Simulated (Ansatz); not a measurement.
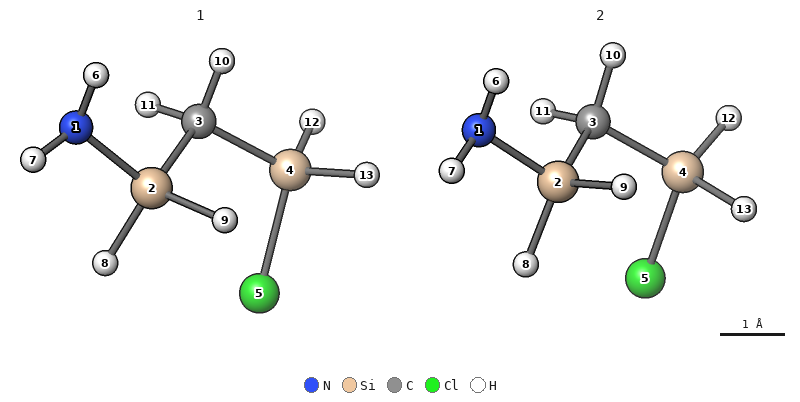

Two geometries of CH8ClNSi2 (coarse preliminary run), drawn at one scale. One is the start of a relaxation, the other its converged end. The picture is a ball-and-stick view, seen from a free direction.

Level of theory: Ansatz, RKS PBE-D4/def2-SVP. (force threshold 0.03 eV/Å; at most 200 steps)

> Which one is relaxed?

Structure 1 is the relaxed one. The start comes from a force field. The energy falls by 0.671 eV in 16 geometry steps. Largest force component: 3.2 eV/Å at the start, 0.022 eV/Å at the end. H13 moves most after the best rigid fit: 0.69 Å. Largest moves by element: H 0.69 Å, Cl 0.56 Å, Si 0.15 Å, N 0.14 Å, C 0.12 Å. Among the contacts that change: Si2–C3 1.812 → 1.896 Å, C3–Si4 1.800 → 1.877 Å, N1–Si2 1.678 → 1.751 Å, Si4–H12 1.440 → 1.503 Å. Bond angles that change, for instance: N1–Si2–H9 102.7° → 116.1°, Si2–N1–H7 108.4° → 116.8°, H6–N1–H7 102.6° → 109.1°. Groups turn about C3–Si4 by about 25°. The run took 29 s on 4 threads of Arm Neoverse V1, with other jobs on the host.
